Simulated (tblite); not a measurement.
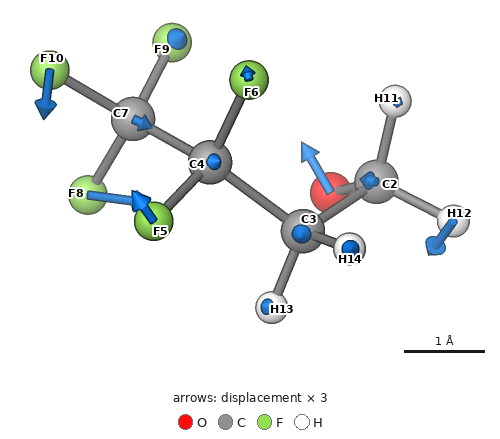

A relaxation of C4H4F5O (charge −1). The starting structure is drawn; blue arrows show the displacements, magnified 3 times. The two geometries are superimposed by the best rigid fit.

Style: ball-and-stick. Shown from a free direction.

Computed with GFN2-xTB geometry optimisation, gas phase (tblite). 

**What did the optimiser do to the structure, and how much energy did it gain?**

Over 70 geometry steps the energy falls by 0.384 eV. The atom that moves furthest after the best rigid fit is an F atom (0.29 Å). By element the largest moves are F 0.29 Å, H 0.28 Å, O 0.25 Å, C 0.11 Å. Some distances before and after: C–C 1.531 → 1.632 Å, C–H 1.102 → 1.144 Å, C–C 1.526 → 1.492 Å, C–F 1.351 → 1.319 Å. Among the angles between lasting bonds that change: O–C–C 107.2° → 113.7°, H–C–H 105.4° → 110.5°, C–C–F 106.4° → 111.4°.
